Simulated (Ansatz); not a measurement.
A computed series for Co2N: pressure series

Base system: Co2N (space group Pnnm, No. 58; a = 4.224 Å, b = 4.483 Å, c = 2.793 Å; non-magnetic).

Cell and atoms are relaxed at each pressure.

Method: PBEsol in Ansatz (plane waves to 420 eV, PAW, spin-orbit coupling left out).

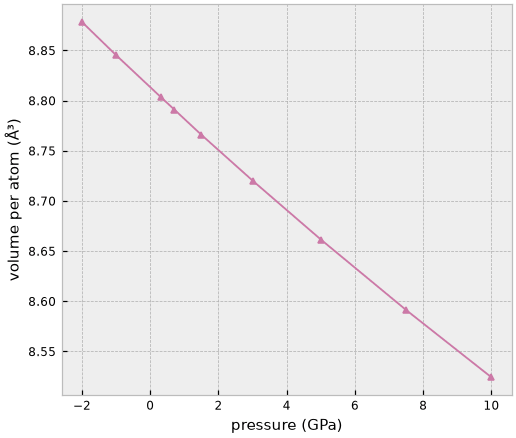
Fig. 1. Volume against pressure

Problem. Estimate the zero-pressure bulk modulus from the plot.

Solution. About 280 GPa; a third-order Birch–Murnaghan fit to the points gives V₀ = 8.81 Å³/atom, B₀ = 276 GPa and B₀′ = 5.0.

Load acts through the strain it causes; cell and atoms are relaxed under it. Stability against distortions was not tested. Competing high-pressure phases were not computed. Seeded moments were not kept for the base. The final runs are not spin-polarised.

Ansatz is a program for electronic structure.
